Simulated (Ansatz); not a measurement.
**C2H6F2Zr (SMILES [CH3][Zr]([CH3])([F])[F]): density, localisation and related maps**

```yaml
atoms:
  - { symbol: C, position_ang: [-1.6395, 3.2179, -1.3565] }
  - { symbol: C, position_ang: [-2.3558, 0.0394, -2.6316] }
  - { symbol: F, position_ang: [-0.7694, 0.4365, 0.2884] }
  - { symbol: F, position_ang: [-3.9030, 1.2216, 0.0898] }
  - { symbol: Zr, position_ang: [-2.1913, 1.1712, -0.7450] }
  - { symbol: H, position_ang: [-0.6894, 3.2112, -1.9218] }
  - { symbol: H, position_ang: [-1.5098, 3.9010, -0.4979] }
  - { symbol: H, position_ang: [-2.4168, 3.6520, -2.0119] }
  - { symbol: H, position_ang: [-2.6450, -1.0153, -2.4744] }
  - { symbol: H, position_ang: [-1.3921, 0.0423, -3.1733] }
  - { symbol: H, position_ang: [-3.1142, 0.4964, -3.2935] }
```

Geometry: PBE0-D4/def2-SVP; core potentials replace the inner electrons of Zr.

Theory: isolated molecule in a Gaussian basis; Kohn-Sham density functional theory, functional PBE0 (Ansatz).

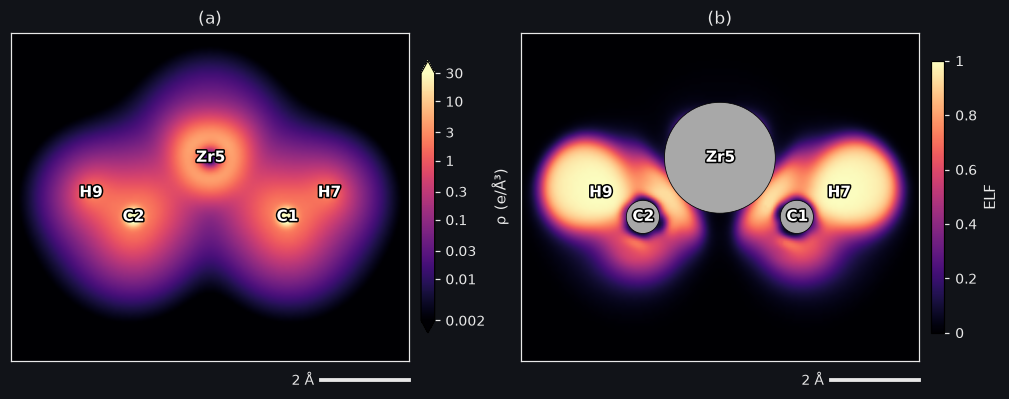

Figure 1. (a) electron density; (b) ELF on the plane of atoms Zr5, C2 and H9. Grey discs cover the atomic cores in the ELF map.

**Read the bonding off the picture.**

The plane passes through C, Zr and H nuclei.
C–Zr (2.21 Å): the density is about 0.72 e/Å³ at the midpoint; the ELF peaks at about 0.95 in the valence shell of C, 0.7 Å from its nucleus, and is about 0.50 at the midpoint.
C–H (1.10 Å): the density is about 1.8 e/Å³ at the midpoint; the ELF climbs to about 1 towards the hydrogen, as it does in any bond to H: an ordinary covalent bond to hydrogen.

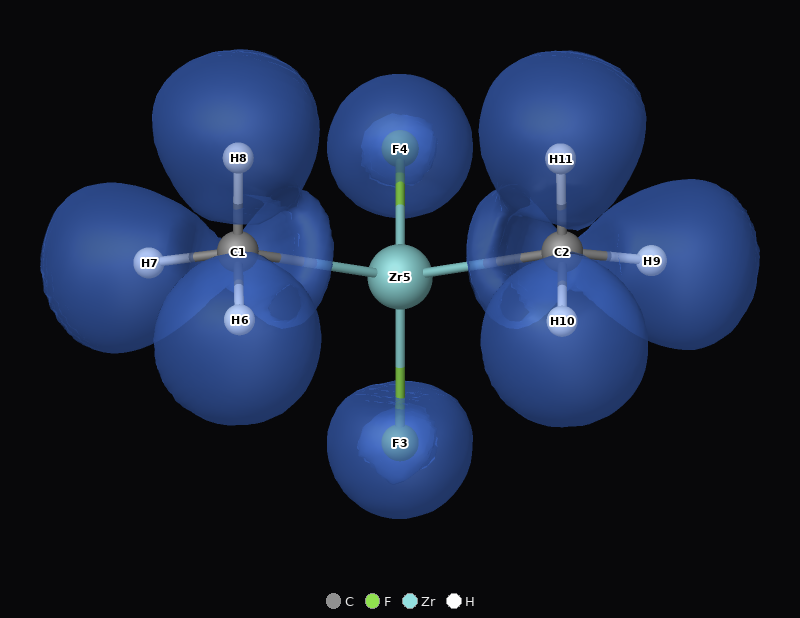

Figure 2. Isosurface of the ELF at 0.75 (blue), seen from one side. Core shells and regions of very low density are left out.

**Where are the electrons localised?**

At this value the surface marks out two regions wrapped around F (the valence shell of each) and two joined regions spread over several atoms (C, H), in which their bonds and any lone pairs are merged. Profiles from the grid: Zr–F (1.91 Å): the ELF peaks at about 0.85 in the valence shell of F, 0.5 Å from its nucleus, and drops to about 0.20 between the two atoms.

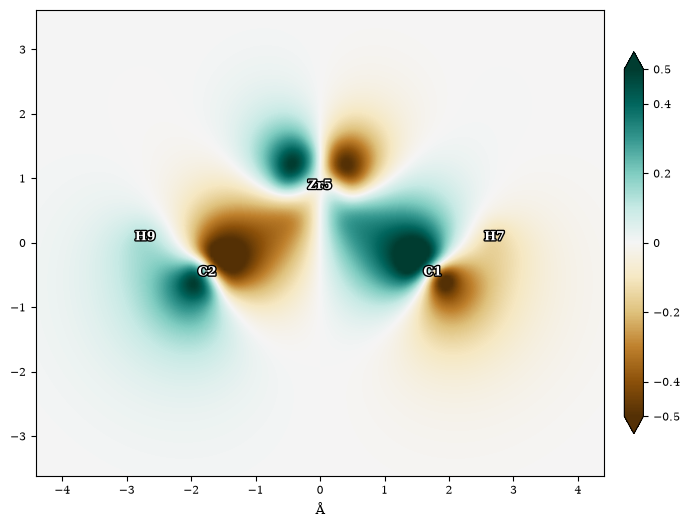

Figure 3. The HOMO on the plane of atoms Zr5, C2 and H9 (values in Å⁻³ᐟ²; the overall sign is arbitrary).

**What is the character of this orbital?**

It lies mainly on Zr5 (about 30 %), C1 (about 25 %) and C2 (about 25 %). Its energy is −8.00 eV.
